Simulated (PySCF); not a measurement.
```yaml
atoms:
  - { symbol: O, position_ang: [-1.9944, 0.9106, -0.4125] }
  - { symbol: C, position_ang: [-0.6850, 0.5424, -0.2102] }
  - { symbol: C, position_ang: [0.3863, 1.4125, -0.3891] }
  - { symbol: C, position_ang: [1.6388, 0.9221, -0.1557] }
  - { symbol: C, position_ang: [1.9248, -0.3489, 0.2377] }
  - { symbol: C, position_ang: [0.8480, -1.2161, 0.4161] }
  - { symbol: C, position_ang: [-0.4481, -0.7788, 0.1954] }
  - { symbol: O, position_ang: [-1.4917, -1.6338, 0.3739] }
  - { symbol: H, position_ang: [-2.0300, 1.8330, -0.6860] }
  - { symbol: H, position_ang: [0.2133, 2.4333, -0.7008] }
  - { symbol: H, position_ang: [2.9332, -0.6887, 0.4090] }
  - { symbol: H, position_ang: [1.0065, -2.2364, 0.7272] }
  - { symbol: H, position_ang: [-2.3059, -1.1507, 0.1774] }
```

Geometry: GFN2-xTB.

These are results of UKS B3LYP, pcH-1 on C H O, non-relativistic, mean-field spin-orbit, GIAO (PySCF), not measurements.

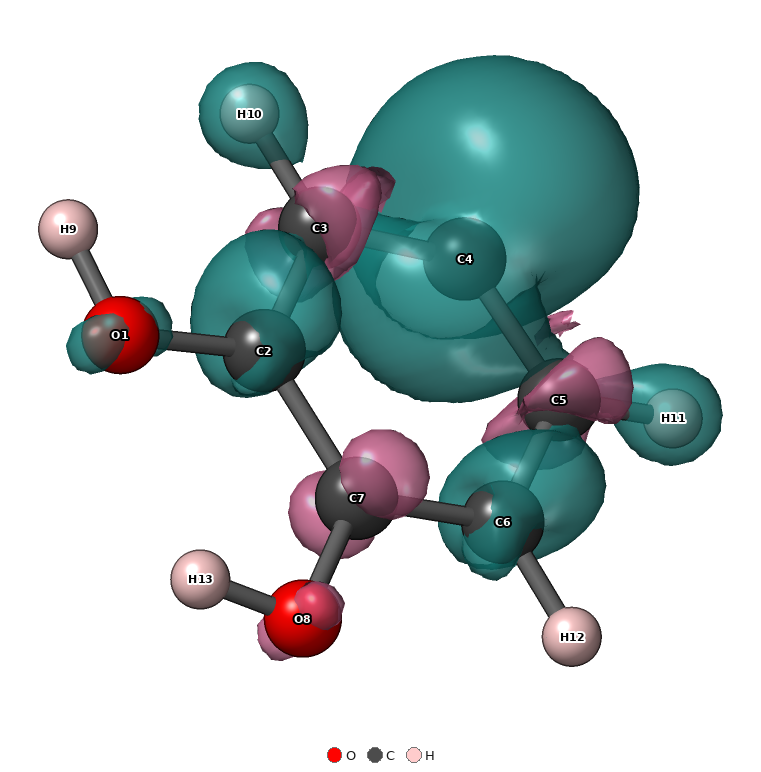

C$_{6}$H$_{5}$O$_{2}$ (SMILES Oc1c[c]ccc1O) (doublet). Isosurfaces of the spin density (α minus β) at +0.015 (teal) and −0.015 e/Å³ (pink), seen at a tilt.

**Where is the unpaired spin?**

The unpaired spin (1 electron) lies mostly on C4 (about 0.8), in electrons by Hirshfeld's partition.
